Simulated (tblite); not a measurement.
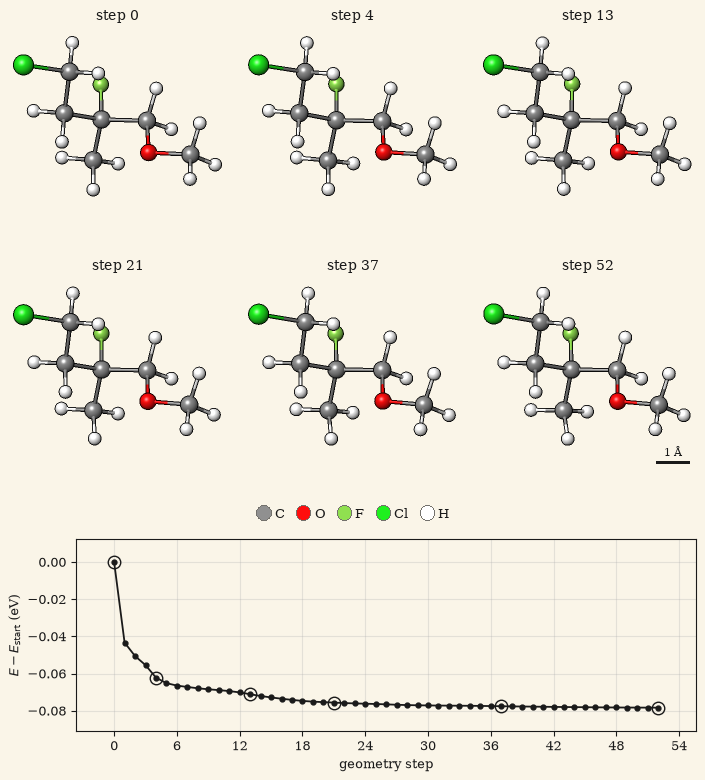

Frames of a relaxation of C6H12ClFO, marked on the history of the run. A ball-and-stick model, seen from a free direction.

Method: GFN2-xTB geometry optimisation, gas phase (tblite). 

**What happens along the run?**

The energy falls by 0.078 eV in 52 geometry steps. The atom that moves furthest after the best rigid fit is an H atom (0.14 Å). Largest moves by element: H 0.14 Å, O 0.06 Å, C 0.05 Å, Cl 0.05 Å, F 0.03 Å. Near-neighbour distances that change, for instance: C–O 1.446 → 1.405 Å, C–F 1.374 → 1.396 Å, C–H 1.101 → 1.086 Å, C–C 1.524 → 1.535 Å. Among the angles between lasting bonds that change: O–C–H 108.6° → 106.5°. Cost: 0.72 s on 1 thread of Arm Neoverse N1, with other jobs on the host. From step 0 to 4: an H atom moves most (0.03 Å), energy −0.062 eV. From step 4 to 13: an H atom moves most (0.04 Å), energy −0.009 eV. From step 13 to 21: an H atom moves most (0.05 Å), energy −0.005 eV. From step 21 to 37: an H atom moves most (0.05 Å), energy −0.002 eV. From step 37 to 52: an H atom moves most (0.05 Å), energy −0.001 eV.
